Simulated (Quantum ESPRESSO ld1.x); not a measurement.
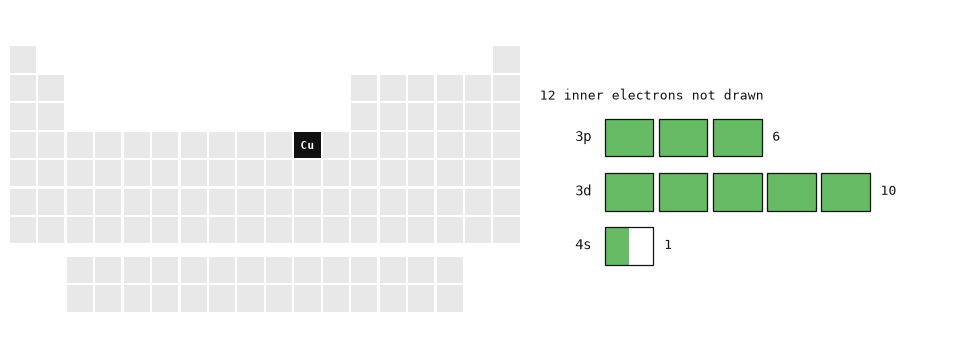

**Figure 1.** Left, the place of copper in the periodic table; right, the outer shells as the input fills them: a box for each of the 2l + 1 orbitals, shaded by the share of the shell that is filled, with the electron count at the right.

**Cu: atomic calculation**

Cu, configuration typed as [Ar] 3d10 4s1. Computed at this level: radial all-electron Kohn-Sham run of Quantum ESPRESSO ld1.x with rel=1, lsd=1, dft='PW' as typed.

**Input file**
```
 &input
    zed=29.0,
    iswitch=1,
    rel=1,
    lsd=1,
    dft='PW',
    config='[Ar] 3d10 4s1',
    beta=2.0,
    prefix='ld1',
    max_out_wfc=37,
    file_charge='ld1.rho',
 /
```

Hardware: 1 CPU thread, shared host.

Run as:
```bash
OMP_NUM_THREADS=1 ld1.x < ld1.in > ld1.out
```

**The program's output**
```
     Program LD1 v.7.5 starts

     --------------------------- All-electron run ----------------------------

     scalar relativistic calculation

     atomic number is 29.00
     dft =PW   lsd =1 sic =0 latt =0  beta=2.00 tr2=1.0E-14
     Exchange-correlation= PW
                           (   1   4   0   0   0   0   0)
     mesh =1997 r(mesh) =  99.55439 a.u. xmin = -8.00 dx = 0.00800
     1 Ry =  13.60569312 eV, c = 137.03599908

     n l     nl                  e(Ry)          e(Ha)          e(eV)
     1 0     1S 1( 1.00)      -649.2360      -324.6180     -8833.3058
     2 0     2S 1( 1.00)       -77.9313       -38.9656     -1060.3091
     2 1     2P 1( 3.00)       -67.3503       -33.6752      -916.3478
     3 0     3S 1( 1.00)        -8.3840        -4.1920      -114.0708
     3 1     3P 1( 3.00)        -5.2891        -2.6445       -71.9613
     3 2     3D 1( 5.00)        -0.3921        -0.1961        -5.3353
     4 0     4S 1( 1.00)        -0.3807        -0.1903        -5.1793
     1 0     1S 2( 1.00)      -649.2334      -324.6167     -8833.2703
     2 0     2S 2( 1.00)       -77.9332       -38.9666     -1060.3349
     2 1     2P 2( 3.00)       -67.3513       -33.6757      -916.3617
     3 0     3S 2( 1.00)        -8.3860        -4.1930      -114.0978
     3 1     3P 2( 3.00)        -5.2898        -2.6449       -71.9714
     3 2     3D 2( 5.00)        -0.3808        -0.1904        -5.1815
     4 0     4S 2( 0.00)        -0.3215        -0.1607        -4.3742

     final scf error:  3.5E-15 reached in  90 iterations

     Etot =   -3304.541595 Ry,   -1652.270798 Ha,  -44960.578858 eV
     Total magnetization:    1.00 Bohr mag.

     Ekin =    3352.297904 Ry,    1676.148952 Ha,   45610.336545 eV
     Encl =   -7962.444429 Ry,   -3981.222214 Ha, -108334.575406 eV
     Eh   =    1435.429422 Ry,     717.714711 Ha,   19530.012219 eV
     Exc  =    -129.824493 Ry,     -64.912247 Ha,   -1766.352216 eV

     normalization and overlap integrals

     s(1S/1S) =  1.000000  <r> =   0.0522  <r2> =    0.0037  r(max) =   0.0342
     s(1S/2S) = -0.004014
     s(1S/3S) = -0.001489
     s(1S/4S) = -0.000332
     s(2S/2S) =  1.000000  <r> =   0.2357  <r2> =    0.0655  r(max) =   0.1972
     s(2S/3S) = -0.000862
     s(2S/4S) = -0.000188
     s(2P/2P) =  1.000000  <r> =   0.2066  <r2> =    0.0524  r(max) =   0.1577
     s(2P/3P) = -0.000686
     s(3S/3S) =  1.000000  <r> =   0.7135  <r2> =    0.5893  r(max) =   0.6143
     s(3S/4S) = -0.000109
     s(3P/3P) =  1.000000  <r> =   0.7506  <r2> =    0.6680  r(max) =   0.6192
     s(3D/3D) =  1.000000  <r> =   1.0589  <r2> =    1.6151  r(max) =   0.5997
     s(4S/4S) =  1.000000  <r> =   2.8699  <r2> =    9.6811  r(max) =   2.2630
     s(1S/1S) =  1.000000  <r> =   0.0522  <r2> =    0.0037  r(max) =   0.0342
     s(1S/2S) = -0.004014
     s(1S/3S) = -0.001489
     s(1S/4S) = -0.000330
     s(2S/2S) =  1.000000  <r> =   0.2357  <r2> =    0.0655  r(max) =   0.1972
     s(2S/3S) = -0.000862
     s(2S/4S) = -0.000187
     s(2P/2P) =  1.000000  <r> =   0.2066  <r2> =    0.0524  r(max) =   0.1577
     s(2P/3P) = -0.000686
     s(3S/3S) =  1.000000  <r> =   0.7131  <r2> =    0.5887  r(max) =   0.6143
     s(3S/4S) = -0.000108
     s(3P/3P) =  1.000000  <r> =   0.7499  <r2> =    0.6663  r(max) =   0.6192
     s(3D/3D) =  1.000000  <r> =   1.0346  <r2> =    1.5253  r(max) =   0.5997
     s(4S/4S) =  1.000000  <r> =   2.9278  <r2> =   10.1766  r(max) =   2.2450

     ------------------------ End of All-electron run ------------------------
```

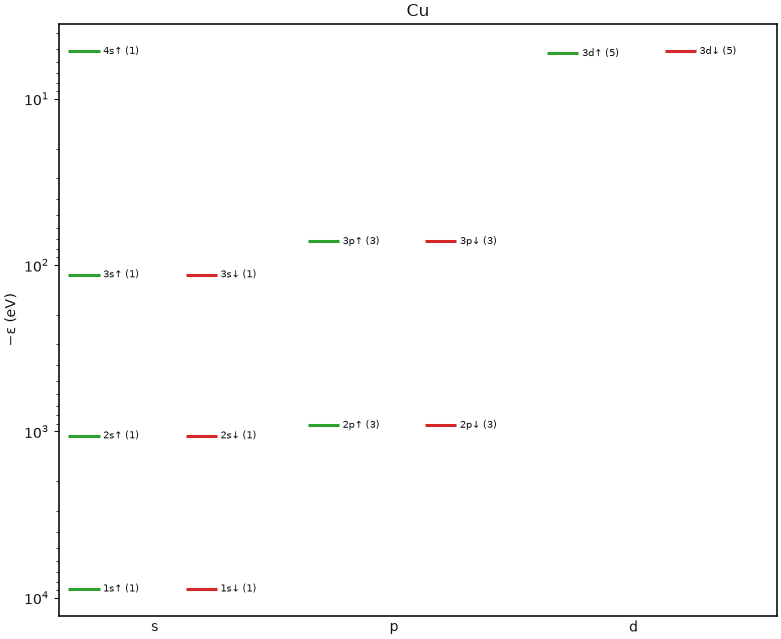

**Figure 2.** All occupied levels, on a logarithmic scale of binding energy, are drawn (occupations in brackets, up spins at the left of each column and down spins at the right). They are the filled levels of this odd run. The highest occupied level is 4s up at −5.18 eV. The highest 5 occupied levels, from the top down, are 4s up (−5.18 eV), 3d down (−5.18 eV), 3d up (−5.34 eV), 3p up (−72.0 eV), 3p down (−72.0 eV).

**Outcome**

| quantity | value |
| --- | --- |
| outcome | converged |
| total energy | −1652.2708 hartree |
| kinetic energy | 1676.1490 hartree |
| electron–nucleus energy | −3981.2222 hartree |
| Hartree energy | 717.714711 hartree |
| exchange–correlation energy | −64.912246 hartree |
| SCF iterations | 90 |
| wall time | 1.4 s |

**What is odd here**

The input is odd on purpose: mixing too large. The program ran to the end, and its total energy equals that of the same run with the usual input (−1652.27080 hartree) within 10⁻⁵ hartree, so the oddity leaves no trace in it.
